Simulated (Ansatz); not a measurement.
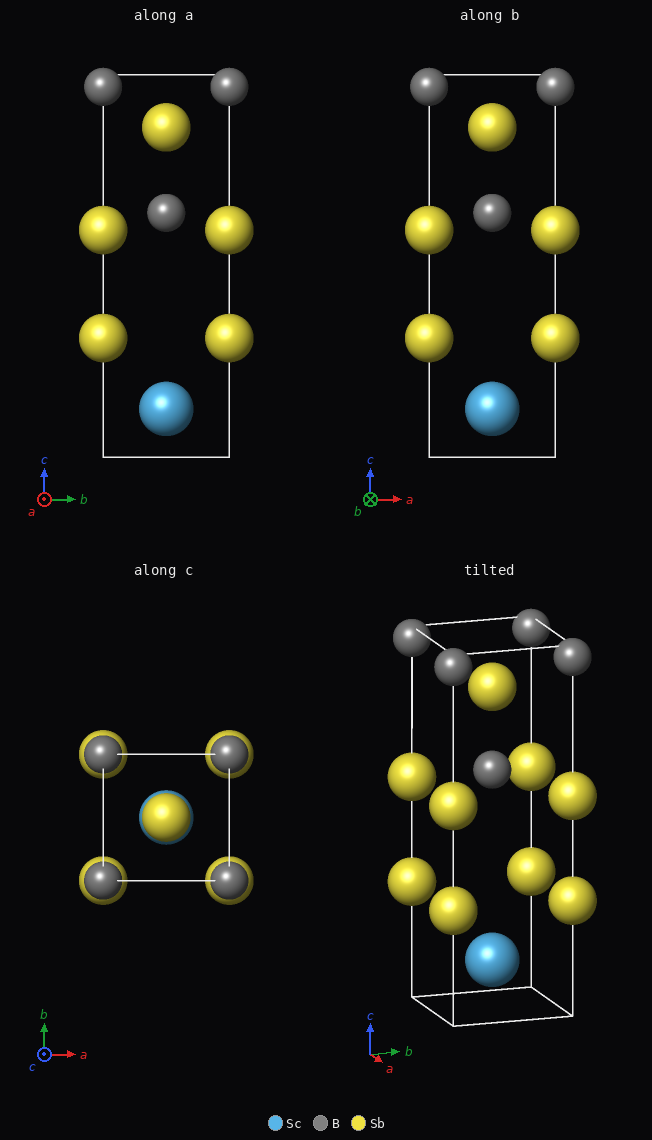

Spheres-only drawing of the structure, looking along the a axis, along the b axis, along the c axis and slightly off an axis. The conventional unit cell is drawn as a box.

Lattice parameters: a = 3.3809 Å, b = 3.3809 Å, c = 10.2494 Å, α = 90.000°, β = 90.000°, γ = 90.000°.

Q: Transcribe the picture into a CIF in P1 with every atom of the cell, with free fractional coordinates to two decimals.

A:
```cif
data_structure
_symmetry_space_group_name_H-M 'P 1'
_symmetry_Int_Tables_number 1
_cell_length_a 3.3809
_cell_length_b 3.3809
_cell_length_c 10.2494
_cell_angle_alpha 90.000
_cell_angle_beta 90.000
_cell_angle_gamma 90.000
_cell_volume 117.16
loop_
_atom_site_label
_atom_site_type_symbol
_atom_site_fract_x
_atom_site_fract_y
_atom_site_fract_z
_atom_site_occupancy
Sc1 Sc 0.50 0.50 0.13 1
B1 B 0.00 0.00 0.97 1
B2 B 0.50 0.50 0.64 1
Sb1 Sb 0.00 0.00 0.59 1
Sb2 Sb 0.00 0.00 0.31 1
Sb3 Sb 0.50 0.50 0.86 1
```

Its origin is a structure type filled with these elements by a generator (whether the compound takes this form wasn't checked). Earlier steps of the study, as a rule a relaxation of our own, may have changed the cell and positions, so they can lie some per cent off the listed ones. Ansatz was used for an electronic-structure calculation on it.
